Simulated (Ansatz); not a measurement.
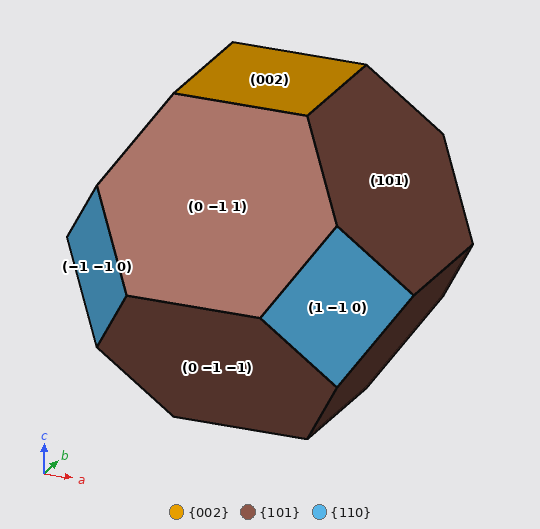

BeC₂, space group I4/mmm (No. 139), a = 3.092 Å, b = 3.092 Å, c = 4.641 Å, α = 90.00°, β = 90.00°, γ = 90.00°. Crystal habit computed by the BFDH rule (growth rate of a face proportional to 1/d, systematic absences taken into account). This is a geometric estimate, not an energy calculation. Origin: the end point of a relaxation (final pressure about 32 GPa) with DFT PBE, scalar-relativistic, plane waves, PAW (Ansatz); the starting structure was generated, so it need not be a known form of this composition. Forms under 0.4 % of the area are left out.

Question: How many faces does the whole crystal have, by form?

Answer: 14 faces: 8 of {101}, 4 of {110} and 2 of {002}.

Question: Describe the habit.

Answer: It is roughly equant (blocky). Widths along a, b and c stand as 1.00 : 1.00 : 0.92.
